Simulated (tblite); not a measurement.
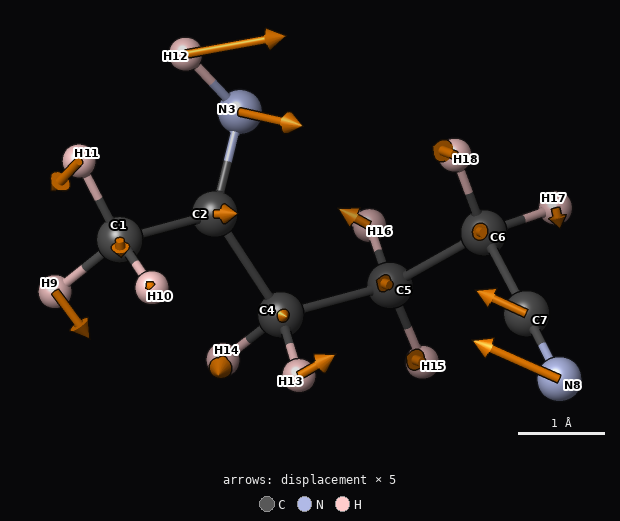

A relaxation of C6H10N2. The starting structure is drawn; orange arrows show the displacements, magnified 5 times. The two geometries are superimposed by the best rigid fit.

A ball-and-stick model, seen at a tilt.

Method: tblite, GFN2-xTB geometry optimisation, gas phase. 

Q: What did the optimiser do to the structure, and how much energy did it gain?

A: After 66 geometry steps the energy has fallen by 16.2 kJ/mol. The atom that moves furthest after the best rigid fit is H12 (0.25 Å). By element the largest moves are H 0.25 Å, N 0.23 Å, C 0.14 Å. Near-neighbour distances that change, for instance: C6–C7 1.471 → 1.437 Å, C2–N3 1.287 → 1.258 Å, C7–N8 1.169 → 1.144 Å, N3–H12 1.036 → 1.018 Å. Bond angles that change, for instance: C2–N3–H12 109.8° → 115.2°, C1–C2–N3 122.8° → 126.0°, C5–C6–H18 111.6° → 108.8°. The run took 1.2 s on 1 thread of Intel(R) Xeon(R) Processor @ 2.50GHz (shared host).
